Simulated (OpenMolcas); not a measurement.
# C2H3ClSi (SMILES ClC1=C[SiH2]1): levels of theory compared

Aim: a comparison of 6 runs (B3LYP/6-31G*, BLYP/def2-SVP, SVWN5/def2-SVP, TPSS/def2-SVP, MP2/def2-SVP, CCSD(T)/def2-SVP) of C2H3ClSi. 

The calculation is run with OpenMolcas 26.06.

**1. Starting point**

The species is C2H3ClSi (7 atoms), meant as a singlet with charge 0. SMILES: `ClC1=C[SiH2]1`. The C3–H5 distance was set to 1.947 Å, away from the relaxed value. At this shape a bond of the SMILES string is far longer than usual.

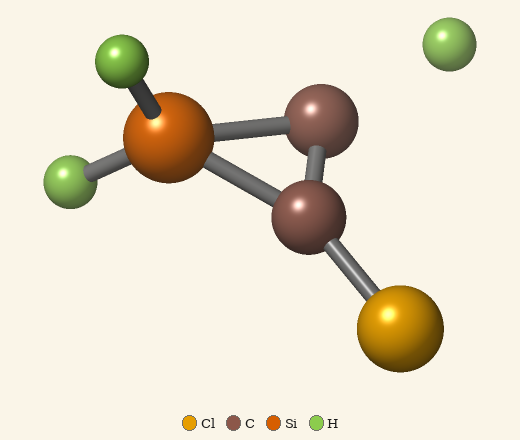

The structure, seen from a chosen angle (chlorine amber, carbon brown, silicon orange, hydrogen green).

**2. A single-point energy at B3LYP/6-31G(d) (spherical functions) (run 1)**

File run.input:

```
>>> EXPORT MOLCAS_PRINT=2
&GATEWAY
BasLib=$CurrDir
Coord
7
angstrom
Cl      -1.881732      -2.018271       0.004396
C       -1.070532      -0.544871      -0.243904
C        0.124268      -0.054971       0.059596
Si      -0.898432       1.146629      -0.846004
H        1.727500      -0.673800       0.975600
H       -1.550332       2.286329      -0.158304
H       -0.664732       1.441229      -2.279704
Basis=6-31Gs
Group=NoSym
&SEWARD
GridInput
Grid=UltraFine
End of Grid
&SCF
KSDFT=B3LYP
Thresholds=1e-10 1e-07 1e-07 1e-05
PrOrbitals=1 2
```

The basis set 6-31G* is read from a file made from the Basis Set Exchange's data (not shown).

Started as:

```bash
$ export MOLCAS_MEM=1860
$ pymolcas run.input > run.log
```

Standard output:

```text
--- Start Module: gateway ---
[...]
--- Stop Module: gateway /rc=_RC_ALL_IS_WELL_ ---
--- Start Module: seward ---
[...]
      Basis functions           70
--- Stop Module: seward /rc=_RC_ALL_IS_WELL_ ---
[...]
--- Start Module: scf ---
[...]
       Convergence after  16 Iterations
[...]
::    Total KS-DFT energy                            -827.4950626624
[...]
      Total spin, S                                     0.0000000000
[...]
      Total electronic charge=   46.000000
      Total            charge=   -0.000000
[...]
      Dipole Moment (debye):
      Origin of the operator (angstrom)=   -1.1424   -0.4737   -0.3023
                   X= -3.2130E-01               Y=  1.3815E+00               Z= -6.8445E-01           Total=  1.5749E+00
      Quadrupole Moment (debye*angstrom):
[...]
--- Stop Module: scf /rc=_RC_ALL_IS_WELL_ ---
[...]
```

Run time: 11 s. Hardware: 1 thread of Intel Xeon 6975P-C (Granite Rapids), shared host; peak memory 0.41 GiB.

**3. The energy at BLYP/def2-SVP (run 2)**

File struct.xyz:

```xyz
7

Cl    -1.881732    -2.018271     0.004396
C     -1.070532    -0.544871    -0.243904
C      0.124268    -0.054971     0.059596
Si    -0.898432     1.146629    -0.846004
H      1.727500    -0.673800     0.975600
H     -1.550332     2.286329    -0.158304
H     -0.664732     1.441229    -2.279704
```

File calc.input:

```
* C2H3ClSi Kohn-Sham DFT
&GATEWAY
BasLib
$CurrDir
Coord
struct.xyz
Basis
def2-SVP
Group
NoSym
&SEWARD
GridInput
Grid=UltraFine
End of Grid
&SCF
KSDFT
BLYP
Thresholds
1e-10 1e-07 1e-07 1e-05
PrOrbitals
1 2
```

The basis set def2-SVP is read from a file made from the Basis Set Exchange's data (not shown).

Started as:

```bash
$ export MOLCAS_MEM=1860
$ pymolcas calc.input > calc.log
```

Standard output:

```text
--- Start Module: gateway ---
[...]
--- Stop Module: gateway /rc=_RC_ALL_IS_WELL_ ---
--- Start Module: seward ---
[...]
      Basis functions           79
--- Stop Module: seward /rc=_RC_ALL_IS_WELL_ ---
[...]
--- Start Module: scf ---
[...]
       Convergence after  21 Iterations
[...]
::    Total KS-DFT energy                            -827.1756280277
[...]
      Total spin, S                                     0.0000000000
[...]
      Total electronic charge=   46.000000
      Total            charge=   -0.000000
[...]
      Dipole Moment (debye):
      Origin of the operator (angstrom)=   -1.1424   -0.4737   -0.3023
                   X= -6.4458E-01               Y=  9.7489E-01               Z= -6.5743E-01           Total=  1.3409E+00
      Quadrupole Moment (debye*angstrom):
[...]
--- Stop Module: scf /rc=_RC_ALL_IS_WELL_ ---
[...]
```

It took 16 s on 1 thread of Intel Xeon 6975P-C (Granite Rapids), shared host; peak memory 0.44 GiB.

Run 3 isn't shown in full; the table further down has it.

**4. A single-point energy at TPSS/def2-SVP (run 4)**

File geom.xyz:

```xyz
7

Cl    -1.881732    -2.018271     0.004396
C     -1.070532    -0.544871    -0.243904
C      0.124268    -0.054971     0.059596
Si    -0.898432     1.146629    -0.846004
H      1.727500    -0.673800     0.975600
H     -1.550332     2.286329    -0.158304
H     -0.664732     1.441229    -2.279704
```

File run.input:

```
>>> EXPORT MOLCAS_PRINT=2

&GATEWAY
 BASLIB=$CurrDir
 COORD=geom.xyz
 BASIS=def2-SVP
 GROUP=NoSym

&SEWARD
 GRIDINPUT
 Grid=UltraFine
 End of Grid

&SCF
 KSDFT=2
 1.0 MGGA_X_TPSS
 1.0 MGGA_C_TPSS
 THRESHOLDS=1e-10 1e-07 1e-07 1e-05
 PRORBITALS=1
```

The basis set def2-SVP is read from a file made from the Basis Set Exchange's data (not shown).

Started as:

```bash
$ export MOLCAS_MEM=1860
$ pymolcas run.input > run.log
```

Standard output:

```text
--- Start Module: gateway ---
[...]
--- Stop Module: gateway /rc=_RC_ALL_IS_WELL_ ---
--- Start Module: seward ---
[...]
      Basis functions           79
--- Stop Module: seward /rc=_RC_ALL_IS_WELL_ ---
[...]
--- Start Module: scf ---
[...]
       Convergence after  20 Iterations
[...]
::    Total KS-DFT energy                            -827.2829319281
[...]
      Total spin, S                                     0.0000000000
[...]
      Total electronic charge=   46.000000
      Total            charge=   -0.000000
[...]
      Dipole Moment (debye):
      Origin of the operator (angstrom)=   -1.1424   -0.4737   -0.3023
                   X= -5.1786E-01               Y=  1.1570E+00               Z= -6.7706E-01           Total=  1.4371E+00
      Quadrupole Moment (debye*angstrom):
[...]
--- Stop Module: scf /rc=_RC_ALL_IS_WELL_ ---
[...]
```

It took 23 s on 1 thread of Intel Xeon 6975P-C (Granite Rapids), shared host; peak memory 0.44 GiB.

Run 5 isn't shown in full; the table further down has it.

**5. The energy at CCSD(T)/def2-SVP (run 6)**

File mol.input:

```
>>> EXPORT MOLCAS_PRINT=2

&GATEWAY
  BasLib
  $CurrDir
  BasisSet
  Cl.def2-SVP....
  Cl1 -1.881732 -2.018271 0.004396 angstrom
  End of Basis
  BasisSet
  C.def2-SVP....
  C2 -1.070532 -0.544871 -0.243904 angstrom
  C3 0.124268 -0.054971 0.059596 angstrom
  End of Basis
  BasisSet
  Si.def2-SVP....
  Si4 -0.898432 1.146629 -0.846004 angstrom
  End of Basis
  BasisSet
  H.def2-SVP....
  H5 1.727500 -0.673800 0.975600 angstrom
  H6 -1.550332 2.286329 -0.158304 angstrom
  H7 -0.664732 1.441229 -2.279704 angstrom
  End of Basis

&SEWARD

&SCF
  Thresholds
  1e-10 1e-07 1e-07 1e-05
  PrOrbitals
  0

&RASSCF
  FileOrb
  $Project.ScfOrb
  Spin
  1
  Nactel
  0 0 0
  Inactive
  23
  Ras2
  0
  OutOrbitals
  Canonical
  OrbListing
  Nothing

&MOTRA
  JobIph
  Frozen
  12

&CCSDT
  CCT
  Triples
  2
  Iterations
  80
  Accuracy
  1e-08
  Extrapolation
  5 4
```

The basis set def2-SVP is read from a file made from the Basis Set Exchange's data (not shown).

Started as:

```bash
$ export MOLCAS_MEM=1860
$ pymolcas mol.input > mol.log
```

Standard output:

```text
--- Start Module: gateway ---
[...]
--- Stop Module: gateway /rc=_RC_ALL_IS_WELL_ ---
[...]
      Basis functions           79
[...]
       Convergence after  15 Iterations
[...]
::    Total SCF energy                               -825.3840422354
[...]
      Total spin, S                                     0.0000000000
[...]
      Number of active orbitals                  0
[...]
      Spin quantum number                      0.0
[...]
      Active orbitals                            0
[...]
      Number of CSFs                             1
[...]
      Number of root(s) required                 1
[...]
      Convergence after  4 iterations
[...]
      Natural orbitals and occupation numbers for root  1
      ************************************************************************************************************************
      *                                                    Final results                                                     *
      ************************************************************************************************************************
[...]
::    RASSCF root number  1 Total energy:   -825.38404224
[...]
      Total electronic charge=   46.000000
      Total            charge=   -0.000000
[...]
      Dipole Moment (debye):
      Origin of the operator (angstrom)=   -1.1424   -0.4737   -0.3023
                   X= -2.2127E-01               Y=  1.6396E+00               Z= -7.4550E-01           Total=  1.8147E+00
      Quadrupole Moment (debye*angstrom):
[...]
--- Start Module: motra ---
[...]
      *** WARNING: Default frozen orbitals is overwritten by user input.
      *** Default values:   9
[...]
--- Stop Module: motra /rc=_RC_ALL_IS_WELL_ ---
--- Start Module: ccsdt ---
[...]
      Convergence after                    20  Iterations
      Total energy (diff) :    -825.93405719      -0.00000001
[...]
 METHOD                       : CCSD+T(CCSD)+<T3(1)WT1> = CCSD(T)
[...]
       CCSD     =      -825.9340571944811
[...]
--- Stop Module: ccsdt /rc=_RC_ALL_IS_WELL_ ---
[...]
```

Wall time 21 s (1 thread of Intel Xeon 6975P-C (Granite Rapids), shared host); peak memory 0.44 GiB.

**6. Overview of the runs**

| run | level | integration grid | frozen core orbitals | energy (Eh) | dipole moment (D) of the reference | HOMO energy (eV) | LUMO energy (eV) | wall time |
| --- | --- | --- | --- | --- | --- | --- | --- | --- |
| 1 | B3LYP/6-31G* (spherical functions) | UltraFine | – | -827.495063 | 1.57 | -7.27 | -2.60 | 11 s |
| 2 | BLYP/def2-SVP | UltraFine | – | -827.175628 | 1.34 | -6.32 | -3.16 | 16 s |
| 3 | SVWN5/def2-SVP | UltraFine | – | -823.855868 | 1.03 | -6.58 | -3.36 | 9.6 s |
| 4 | TPSS/def2-SVP | UltraFine | – | -827.282932 | 1.44 | -6.65 | -3.24 | 23 s |
| 5 | MP2/def2-SVP | – | 12 | -825.891021 | 1.81 | -9.72 | 0.88 | 3.9 s |
| 6 | CCSD(T)/def2-SVP | – | 12 | -825.959116 | 1.81 | -9.72 | 0.88 | 21 s |

**7. What came out**

| quantity | value |
| --- | --- |
| run 6: total energy | -825.95912 Eh |
| run 6: dipole moment (mean-field density) | 1.81 D |
| run 6: HOMO energy (Hartree–Fock orbitals) | -9.72 eV |
| run 6: LUMO energy (Hartree–Fock orbitals) | 0.88 eV |
| run 6: HOMO–LUMO gap (Hartree–Fock orbitals) | 10.60 eV |
| run 6: correlation energy (12 core orbitals frozen) | -575.1 mEh |
| run 6: (T) correction | -25.06 mEh |

In words: Over runs 1, 2, 3, 4 the dipole moment (its size) runs from 1.03 D (SVWN5/def2-SVP) to 1.57 D (B3LYP/6-31G*). The two ends differ in method and basis. Over runs 1, 2, 3, 4 the HOMO–LUMO gap runs from 3.16 eV (BLYP/def2-SVP) to 4.67 eV (B3LYP/6-31G*). Totals of different functionals can't be ranked against each other. In runs 1, 2, 3, 4, 5, 6 a closed-shell determinant meets a far-stretched bond, which it describes badly. All runs together took 85 s, the longest 23 s.
